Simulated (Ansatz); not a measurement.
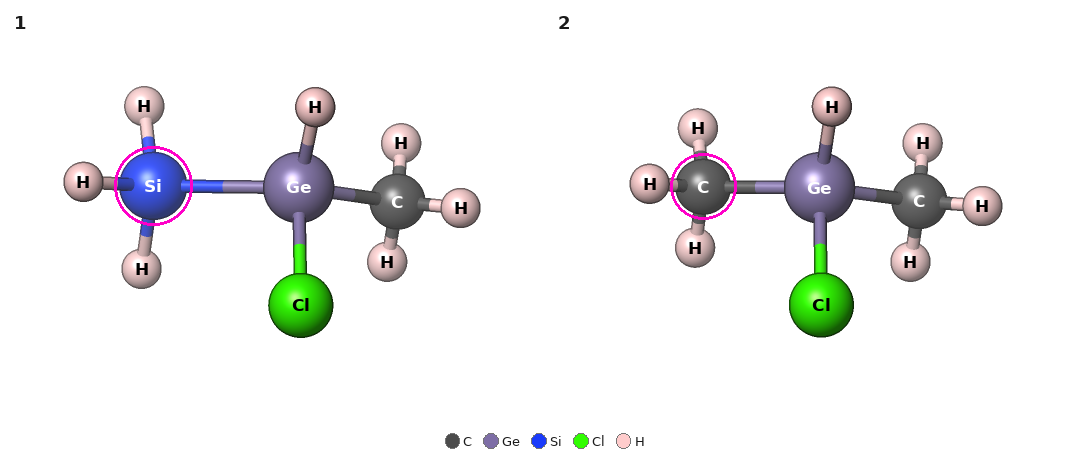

2 molecules with one skeleton, seen from the same side and at one scale; the atom that differs is circled. Each species is neutral and a spin singlet. Computed geometries: PBE0-D4/def2-TZVP optimisations, one conformation each. Properties computed with Ansatz 0.2.0.

One atom differs, called X below: Si in panel 1, C in panel 2. Their formulas are CH7ClGeSi (`[CH3][Ge@@H]([SiH3])[Cl]`), C2H7ClGe (`[CH3][GeH]([CH3])[Cl]`).

In which is the dipole moment larger (ωB97M-V/def2-TZVPP)?

In panel 2 (X = C).

In which is the HOMO energy (Kohn–Sham orbital) higher (ωB97M-V/def2-TZVPP)?

In panel 1 (X = Si).

Give the values. With PBE0-D4/def2-TZVP: length of X–Ge (Å), mean length of X–H (Å), mean angle H–X–H (°). With ωB97M-V/def2-TZVPP: dipole moment (D), HOMO energy (Kohn–Sham orbital) (eV), HOMO–LUMO gap (eV).

```
                            quantity  1 (Si)   2 (C)   2 − 1
                  length of X–Ge (Å)   2.383   1.942  −0.441
              mean length of X–H (Å)   1.486   1.091  −0.395
                mean angle H–X–H (°)   109.4   108.9    −0.5
                   dipole moment (D)    2.43    2.67   +0.24
HOMO energy (Kohn–Sham orbital) (eV)   −9.97  −10.50   −0.53
                  HOMO–LUMO gap (eV)   11.44   12.89   +1.45
```
